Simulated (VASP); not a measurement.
```
WTe
1.0
    3.23025     0.00000     0.00000
   -1.61513     2.79748     0.00000
    0.00000     0.00000     9.14413
W Te
2 2
Direct
  0.33333   0.66667   0.03978
  0.66667   0.33333   0.53978
  0.33333   0.66667   0.33522
  0.66667   0.33333   0.83522
```

All values below come from PBEsol GGA, VASP's PBE PAW potentials (set 64) (plane waves; VASP 6.6.1). Settings: 400 eV cut-off, 12×12×4 Γ-centred mesh, tetrahedra with Blöchl corrections, potentials W_sv Te.

Unless said otherwise, spin-orbit coupling is left out, though it shifts the bands of the heavy elements here.

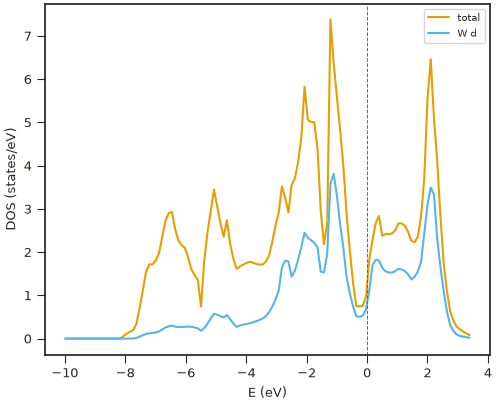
Figure. Total and projected density of states, zero at the Fermi level

Within 2 eV below the Fermi level the largest weight inside VASP's projection spheres is W d.

It has no gap at this level: it comes out as a metal or semimetal.

The structure was generated: WTe was put into the wurtzite type (P6_3mc), which need not be its known phase. It was relaxed first, which changed the volume by -50 %.
